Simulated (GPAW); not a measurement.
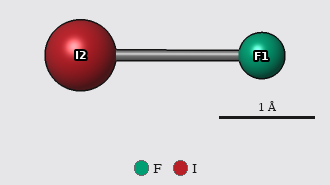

The input geometry (ball-and-stick view, seen on its broad side; atoms are numbered from 1 in the order of the input).

**IF: excited-state calculation**

IF (iodine monofluoride), computed with TDDFT (SVWN5)/dzp, scalar-relativistic datasets (GPAW 26.7.0).

Figures and captions count atoms from 1; the log counts them from 0 in places.

Input (calc.py):
```python
from ase.io import read
from ase.units import Hartree
from gpaw import GPAW, setup_paths
from gpaw.atom.configurations import parameters
from gpaw.atom.generator import Generator
from gpaw.lrtddft import LrTDDFT
from gpaw.utilities.adjust_cell import adjust_cell

molecule = read('FI.xyz')
adjust_cell(molecule, 4.5, h=0.2)

for symbol in ['F', 'I']:
    Generator(symbol, xcname='LDA_X+LDA_C_VWN', scalarrel=True, nofiles=True, txt=None).run(**parameters[symbol])
setup_paths.insert(0, '.')

calc = GPAW(mode='lcao',
            nbands='nao',
            legacy_gpaw=True,
            xc='LDA_X+LDA_C_VWN',
            basis='dzp',
            maxiter=100,
            h=0.2,
            symmetry='off',
            txt='-')
molecule.calc = calc
molecule.get_potential_energy()

lr = LrTDDFT(calc, restrict={'jend': 16, 'istart': 4}, txt='lr.txt')
lr.diagonalize()
energies = [x.get_energy() * Hartree for x in lr][:10]
strengths = [x.get_oscillator_strength()[0] for x in lr][:10]
for n, (e, f) in enumerate(zip(energies, strengths), 1):
    print(f'{n:3d} {e:8.3f} eV  f = {f:.4f}')
lr.analyse(range(4))
```

File FI.xyz:
```
2

F      0.000000     0.000000     0.000000
I      0.000000     0.000000     1.909759
```

Launched with:
```bash
python3 -u calc.py | tee calc.out
```

Log:
```
___ ___ ___ _ _ _
 |   |   |_  | | | |
 | | | | | . | | | |
 |__ |  _|___|_____|  26.7.0
 |___|_|

units:  Angstrom and eV
cores:  1
OpenMP: False

Versions:
  Python: 3.12.14
  ASE:    3.29.0
  Numpy:  2.5.5
  Scipy:  1.18.1
  Libxc:  7.0.0

        _gpaw.cpython-312-aarch64-linux-gnu.so

Input parameters:
  basis: dzp
  h: 0.2
  maxiter: 100
  mode: lcao
  nbands: nao
  symmetry: off
  xc: LDA_X+LDA_C_VWN

System changes: positions, numbers, cell, pbc, initial_charges, initial_magmoms

Initialize ...

species:
  F:
    name:    Fluorine
    Z:       9.0
    valence: 7
    core:    2
    charge:  0.0  # [|e|]
    file:    F.LDA_X+LDA_C_VWN
    compensation charges:
      type: gauss
      rc: 0.20  # [Å]
      lmax: 2
    cutoffs:
      filter: 1.14  # [Å]
      core: 0.74  # [Å]
    projectors
    | kind |    occ | energy [eV] | rcut [Å] |
    |------|--------|-------------|----------|
    |   2s |  2.000 |     -29.651 |    0.635 |
    |   2p |  5.000 |     -11.297 |    0.635 |
    |    s |        |      -2.440 |    0.635 |
    |    p |        |      15.914 |    0.635 |
    |    d |        |       0.000 |    0.635 |

    LCAO basis set for F:
      Name: dzp
      File: F.dzp.basis.gz
      Number of radial functions: 5
      Number of spherical harmonics: 13
        l=0, rc=3.8594 Bohr: 2s-sz confined orbital
        l=1, rc=4.8750 Bohr: 2p-sz confined orbital
        l=0, rc=2.0156 Bohr: 2s-dz split-valence wave
        l=1, rc=2.6094 Bohr: 2p-dz split-valence wave
        l=2, rc=4.8750 Bohr: d-type Gaussian polarization
      Number of RI-basis functions 0

  I:
    name:    Iodine
    Z:       53.0
    valence: 7
    core:    46
    charge:  0.0  # [|e|]
    file:    I.LDA_X+LDA_C_VWN
    compensation charges:
      type: gauss
      rc: 0.37  # [Å]
      lmax: 2
    cutoffs:
      filter: 2.06  # [Å]
      core: 2.90  # [Å]
    projectors
    | kind |    occ | energy [eV] | rcut [Å] |
    |------|--------|-------------|----------|
    |   5s |  2.000 |     -17.628 |    1.164 |
    |   5p |  5.000 |      -7.242 |    1.164 |
    |    s |        |       9.583 |    1.164 |
    |    p |        |      19.970 |    1.164 |
    |    d |        |       0.000 |    1.164 |

    LCAO basis set for I:
      Name: dzp
      File: I.dzp.basis.gz
      Number of radial functions: 5
      Number of spherical harmonics: 13
        l=0, rc=5.8750 Bohr: 5s-sz confined orbital
        l=1, rc=7.5156 Bohr: 5p-sz confined orbital
        l=0, rc=3.3125 Bohr: 5s-dz split-valence wave
        l=1, rc=4.3750 Bohr: 5p-dz split-valence wave
        l=2, rc=7.5156 Bohr: d-type Gaussian polarization
      Number of RI-basis functions 0

Reference energy: -196083.110200  # eV

Spin-paired calculation

Convergence criteria:
 Maximum [total energy] change in last 3 cyles: 0.0005 eV / valence electron
 Maximum integral of absolute [dens]ity change: 0.0001 electrons / valence electron
 Maximum integral of absolute [eigenst]ate change: 4e-08 eV^2 / valence electron
 Maximum number of scf [iter]ations: 100
 (Square brackets indicate name in SCF output, whereas a 'c' in
 the SCF output indicates the quantity has converged.)

Symmetries present (total): 1

  ( 1  0  0)
  ( 0  1  0)
  ( 0  0  1)

1 k-point (Gamma)
1 k-point in the irreducible part of the Brillouin zone
       k-points in crystal coordinates                weights
   0:     0.00000000    0.00000000    0.00000000          1/1

Wave functions: LCAO
  Diagonalizer: Serial LAPACK
  Atomic Correction: dense with blas
  Data-type: float

Occupation numbers: # Zero width

Eigensolver
   LCAO using direct dense diagonalizer

Densities:
  Coarse grid: 48*48*56 grid
  Fine grid: 96*96*112 grid
  Total Charge: 0.000000

Density mixing:
  Method: separate
  Backend: msr1
  Linear mixing parameter: 0.05
  old densities: 10
  Width of damping distribution: 1.1
  Damping of long wavelength oscillations: 1  # (no daming)

Hamiltonian:
  XC and Coulomb potentials evaluated on a 96*96*112 grid
  Using the LDA_X+LDA_C_VWN Exchange-Correlation functional
  Interpolation: tri-quintic (5. degree polynomial)
  Poisson solver: FastPoissonSolver using
    Stencil: 6*3+1=19 point O(h^6) finite-difference Laplacian
    FFT axes: []
    FST axes: [np.int64(0), np.int64(1), np.int64(2)]

Memory estimate:
  Process memory now: 218.59 MiB
  Calculator: 67.11 MiB
    Density: 47.64 MiB
      Arrays: 24.78 MiB
      Localized functions: 4.32 MiB
      Mixer: 18.54 MiB
    Hamiltonian: 16.54 MiB
      Arrays: 16.21 MiB
      XC: 0.00 MiB
      Poisson: 0.00 MiB
      vbar: 0.33 MiB
    Wavefunctions: 2.94 MiB
      C [qnM]: 0.01 MiB
      S, T [2 x qmm]: 0.01 MiB
      P [aqMi]: 0.00 MiB
      BasisFunctions: 2.92 MiB
      Eigensolver: 0.00 MiB

Total number of cores used: 1

Number of atoms: 2
Number of atomic orbitals: 26
Number of bands in calculation: 26
Number of valence electrons: 14
Bands to converge: occupied

... initialized

Initializing position-dependent things.

Density initialized from atomic densities
       .-----------------------.
      /|                       |
     / |                       |
    /  |                       |
   /   |                       |
  /    |                       |
 *     |                       |
 |     |                       |
 |     |                       |
 |     |        I              |
 |     |                       |
 |     |        F              |
 |     |                       |
 |     |                       |
 |     .-----------------------.
 |    /                       /
 |   /                       /
 |  /                       /
 | /                       /
 |/                       /
 *-----------------------*

Atomic positions and initial magnetic moments

Positions:
   0 F      4.800000    4.800000    4.645121    ( 0.0000,  0.0000,  0.0000)
   1 I      4.800000    4.800000    6.554880    ( 0.0000,  0.0000,  0.0000)

Unit cell:
           periodic     x           y           z      points  spacing
  1. axis:    no     9.600000    0.000000    0.000000    48     0.2000
  2. axis:    no     0.000000    9.600000    0.000000    48     0.2000
  3. axis:    no     0.000000    0.000000   11.200000    56     0.2000

  Lengths:   9.600000   9.600000  11.200000
  Angles:   90.000000  90.000000  90.000000

Effective grid spacing dv^(1/3) = 0.2000

iter:   1 00:00:01    -4.118968        c
iter:   2 00:00:01    -3.966236        c -0.95
iter:   3 00:00:01    -3.241011        c -0.98
iter:   4 00:00:01    -3.213223        c -1.58
iter:   5 00:00:02    -3.211041        c -2.28
iter:   6 00:00:02    -3.210947c       c -2.89
iter:   7 00:00:02    -3.210944c       c -3.18
iter:   8 00:00:03    -3.210941c       c -3.71
iter:   9 00:00:03    -3.210941c       c -4.14c

Converged after 9 iterations.

Dipole moment: (0.000000, 0.000000, 0.462184) |e|*Ang

Energy contributions relative to reference atoms: (reference = -196083.110200)

Kinetic:        +12.437826
Potential:       -8.773529
External:        +0.000000
XC:              -7.283342
Entropy (-ST):   +0.000000
Local:           +0.408104
SIC:             +0.000000
--------------------------
Free energy:     -3.210941
Extrapolated:    -3.210941

 Band  Eigenvalues  Occupancy
    0    -28.79101    2.00000
    1    -17.77668    2.00000
    2    -11.47533    2.00000
    3     -9.85192    2.00000
    4     -9.85192    2.00000
    5     -6.43326    2.00000
    6     -6.43326    2.00000
    7     -4.10024    0.00000
    8      9.24211    0.00000
    9      9.76649    0.00000
   10      9.76649    0.00000
   11     13.80308    0.00000
   12     13.80308    0.00000
   13     14.36921    0.00000
   14     15.17877    0.00000
   15     15.17980    0.00000
   16     18.85674    0.00000
   17     21.66144    0.00000
   18     22.36351    0.00000
   19     22.36351    0.00000
   20     44.93721    0.00000
   21     58.32293    0.00000
   22     58.34375    0.00000
   23     58.51528    0.00000
   24     58.51528    0.00000
   25     65.80037    0.00000

Fermi level: -5.26675

Gap: 2.333 eV
Transition (v -> c):
  (s=0, k=0, n=6, [0.00, 0.00, 0.00]) -> (s=0, k=0, n=7, [0.00, 0.00, 0.00])
No difference between direct/indirect transitions
Initializing position-dependent things.

       .-----------------------.
      /|                       |
     / |                       |
    /  |                       |
   /   |                       |
  /    |                       |
 *     |                       |
 |     |                       |
 |     |                       |
 |     |        I              |
 |     |                       |
 |     |        F              |
 |     |                       |
 |     |                       |
 |     .-----------------------.
 |    /                       /
 |   /                       /
 |  /                       /
 | /                       /
 |/                       /
 *-----------------------*

Atomic positions and initial magnetic moments

Positions:
   0 F      4.800000    4.800000    4.645121    ( 0.0000,  0.0000,  0.0000)
   1 I      4.800000    4.800000    6.554880    ( 0.0000,  0.0000,  0.0000)

Unit cell:
           periodic     x           y           z      points  spacing
  1. axis:    no     9.600000    0.000000    0.000000    48     0.2000
  2. axis:    no     0.000000    9.600000    0.000000    48     0.2000
  3. axis:    no     0.000000    0.000000   11.200000    56     0.2000

  Lengths:   9.600000   9.600000  11.200000
  Angles:   90.000000  90.000000  90.000000

Effective grid spacing dv^(1/3) = 0.2000

iter:   1 00:00:03    -3.210941        c      c
iter:   2 00:00:03    -3.210941        c      c
iter:   3 00:00:03    -3.210941c       c      c

Converged after 3 iterations.

Dipole moment: (0.000000, 0.000000, 0.462184) |e|*Ang

Energy contributions relative to reference atoms: (reference = -196083.110200)

Kinetic:        +12.437826
Potential:       -8.773529
External:        +0.000000
XC:              -7.283342
Entropy (-ST):   +0.000000
Local:           +0.408104
SIC:             +0.000000
--------------------------
Free energy:     -3.210941
Extrapolated:    -3.210941

 Band  Eigenvalues  Occupancy
    0    -28.79101    2.00000
    1    -17.77668    2.00000
    2    -11.47533    2.00000
    3     -9.85192    2.00000
    4     -9.85192    2.00000
    5     -6.43326    2.00000
    6     -6.43326    2.00000
    7     -4.10024    0.00000
    8      9.24211    0.00000
    9      9.76649    0.00000
   10      9.76649    0.00000
   11     13.80308    0.00000
   12     13.80308    0.00000
   13     14.36921    0.00000
   14     15.17877    0.00000
   15     15.17980    0.00000
   16     18.85674    0.00000
   17     21.66144    0.00000
   18     22.36351    0.00000
   19     22.36351    0.00000
   20     44.93721    0.00000
   21     58.32293    0.00000
   22     58.34375    0.00000
   23     58.51528    0.00000
   24     58.51528    0.00000
   25     65.80037    0.00000

Fermi level: -5.26675

Gap: 2.333 eV
Transition (v -> c):
  (s=0, k=0, n=6, [0.00, 0.00, 0.00]) -> (s=0, k=0, n=7, [0.00, 0.00, 0.00])
No difference between direct/indirect transitions
  1    2.905 eV  f = 0.0006
  2    2.910 eV  f = 0.0008
  3    6.218 eV  f = 0.0063
  4   15.678 eV  f = 0.0022
  5   15.679 eV  f = 0.0025
  6   16.200 eV  f = 0.0000
  7   16.252 eV  f = 0.0000
  8   16.253 eV  f = 0.0000
  9   18.049 eV  f = 0.0392
 10   19.180 eV  f = 0.0237
0: E=2.905 eV, f=0.0006131, (2.3615e-06,0.0018369,5.9371e-28)
  6->7 u 0.999
  rest=0.000995
1: E=2.910 eV, f=0.0008065, (0.0024164,3.106e-06,2.4807e-23)
  5->7 u 1
  rest=0.000328
2: E=6.218 eV, f=0.0063113, (2.4301e-05,0.01891,1.5847e-22)
  4->7 u 0.999
  rest=0.00118
3: E=15.678 eV, f=0.002229, (8.5805e-06,0.0066786,1.5217e-20)
  6->8 u 0.999
  rest=0.000728
```

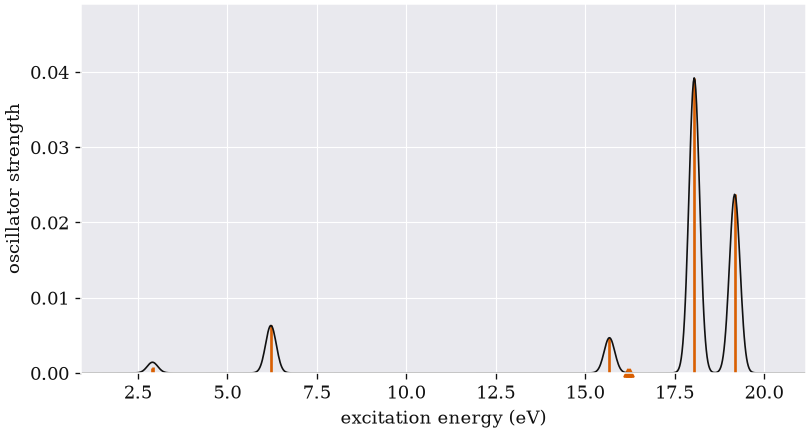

Computed excitations as sticks (degenerate states added up, dark ones marked on the axis), with a Gaussian envelope of 0.35 eV full width at half maximum, scaled to the tallest. Of the 10 states the lowest lies at 2.90 eV (f = 0.001); the strongest line is at 18.05 eV, or 69 nm (f = 0.039).

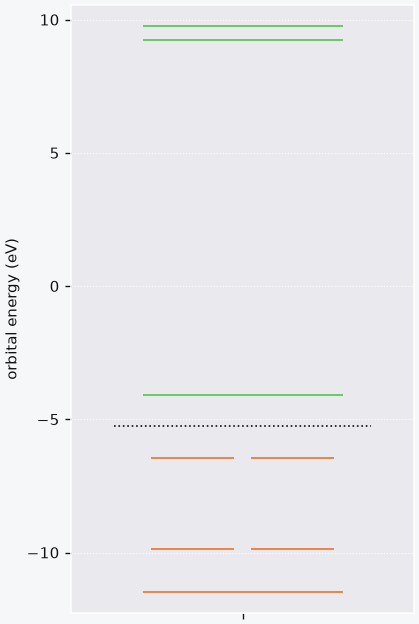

Orbital energies near the frontier; the dotted line parts filled from empty levels, and levels within 0.02 eV of each other stand side by side. Highest filled −6.43 eV, lowest empty −4.10 eV, 2.33 eV apart.

Key numbers:

```tsv
quantity	value
outcome	converged
energy relative to the program's reference atoms	−3.2109 eV
basis functions	26
HOMO	−6.43 eV
LUMO	−4.10 eV
dipole moment	2.22 D
lowest excitation	2.90 eV
hardware	1 thread of Arm Neoverse V1, 24 GiB of memory available, shared host
wall time	27 s
peak memory	0.34 GiB
```

Further notes kept with the run: datasets made with stock radii, not tested.
